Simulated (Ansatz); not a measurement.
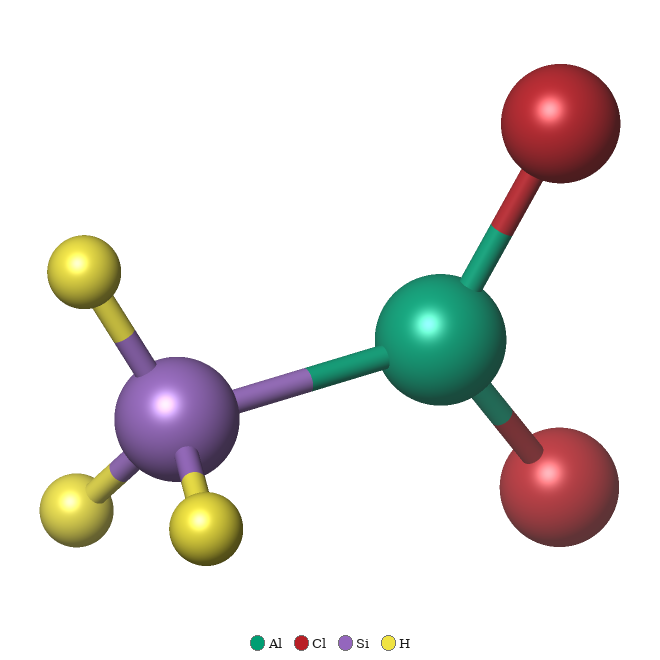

Ball-and-stick drawing of a structure. Every bond is drawn as one stick, whatever its order.

The computed structure is the end point of a PBE0-D4/def2-TZVP optimisation.

Which formula does it have?

AlCl₂H₃Si, 7 atoms: 1 aluminium, 2 chlorine, 3 hydrogen and 1 silicon.

How many bonds of each kind are drawn?

3 Si–H, 2 Al–Cl, 1 Al–Si. Sticks follow a distance rule.

More results for the same structure follow; atom numbers are the same in all pictures, views and colours differ.

Shape

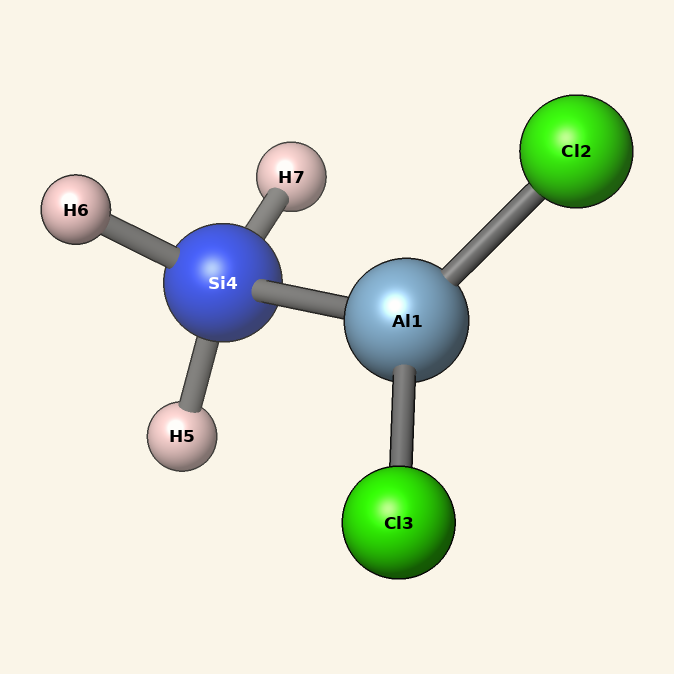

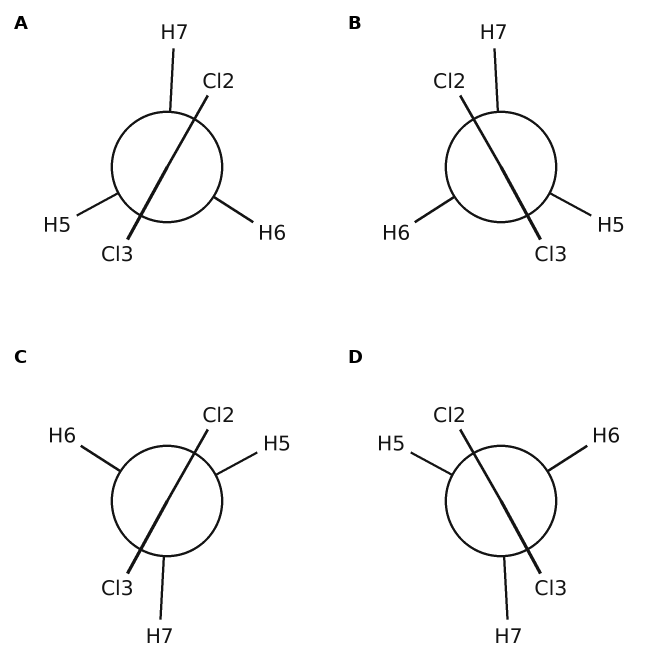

Depth is shown by fading: the farther an atom, the more it takes the colour of the background. Bonds that would overlap in a projection are set slightly apart.

Which Newman projection shows the view along Al1–Si4, with Al1 in front?

B. The torsion angle Cl2–Al1–Si4–H5 is 148°, anticlinal.

Vibrations

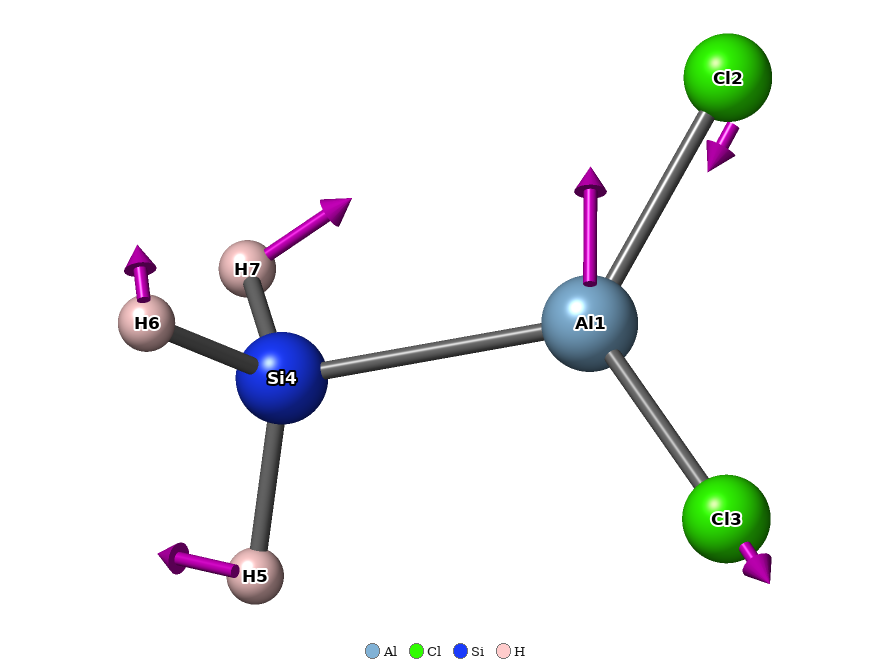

The arrows show one normal mode. Harmonic vibrations computed with RKS PBE0-D4/def2-TZVP (Ansatz 0.2.0) at a stationary point of the same level.

At what wavenumber does it lie?

594 cm⁻¹; it is mode 9 of 15 counted from the lowest.

Electronic properties

Properties computed with RKS PBE0-D4/def2-TZVPP (Ansatz 0.2.0).

Give the LUMO energy (Kohn–Sham orbital) at this level.

−1.86 eV.

What is the HOMO energy (Kohn–Sham orbital)?

−8.32 eV.

Give the dispersion correction at this level.

−15.3 kJ/mol.

Charges

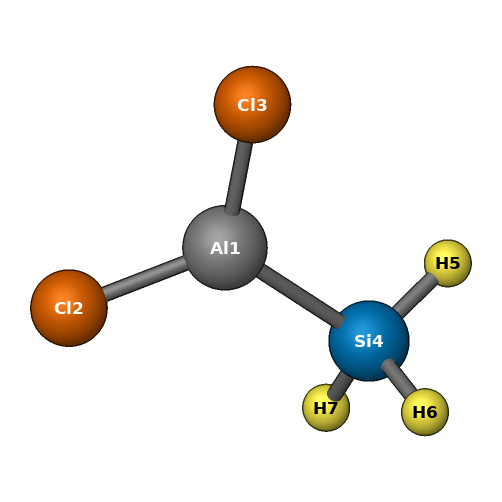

The questions are on Mulliken charges. Properties computed with RKS PBE0-D4/def2-TZVP (Ansatz 0.2.0).

List the Mulliken charges.

```csv
atom,value (e)
Al1,0.57
Cl2,−0.23
Cl3,−0.23
Si4,−0.11
H5,0.00
H6,0.00
H7,0.00
```

Mulliken values depend strongly on the basis set and can even reverse the polarity of a bond.
